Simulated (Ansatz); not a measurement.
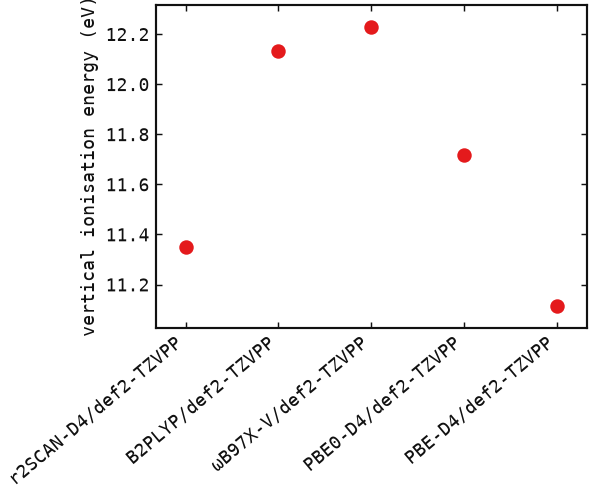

Vertical ionisation energy of CH₂AlNO, SMILES N#[C][AlH][OH], singlet, taken as the energy of the cation less that of the neutral at fixed geometry (unrestricted doublet cation, cores frozen in correlated methods, no spin-orbit coupling), the Ansatz code, at a PBE0-D4/def2-TZVP geometry (a minimum by its frequencies).

> What range do the values span?

From 11.12 eV (PBE-D4/def2-TZVPP) to 12.23 eV (ωB97X-V/def2-TZVPP).

> Give the values.

```
               level     eV
r2SCAN-D4/def2-TZVPP  11.35
   B2PLYP/def2-TZVPP  12.13
  ωB97X-V/def2-TZVPP  12.23
  PBE0-D4/def2-TZVPP  11.72
   PBE-D4/def2-TZVPP  11.12
```
